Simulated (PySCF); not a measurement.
Vertical excitations of a molecule C2H6ClNSi2 from TDDFT-PBE0/def2-SVPD run with PySCF, as energy in eV (oscillator strength): 6.35 (0.014), 6.85 (0.006), 6.91 (0.048), 7.21 (0.002), 7.41 (0.016), 7.44 (0.014), 7.49 (0.073), 7.64 (0.017), 7.78 (0.125), 7.89 (0.025). Lowest triplet (TDA): 5.63 eV. Coordinates come from a r2SCAN-D4/def2-SVP optimisation. Other conformers were not sampled.

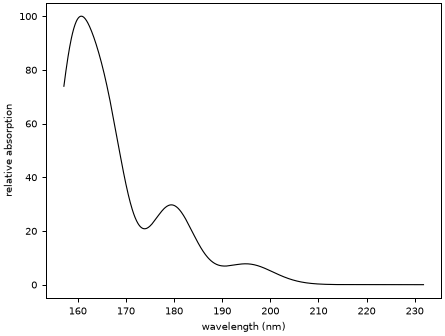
Figure. The lines broadened by 0.4 eV.

Task: Which structure fits?
A. N[Si@]1(Cl)C=C[SiH2]1
B. N#CC[Si@H]([SiH3])Cl
C. C#C[Si@@H](Cl)N[SiH3]
D. Cl[Si@@H]1C=N[SiH2]C1

Result: B, N#CC[Si@H]([SiH3])Cl
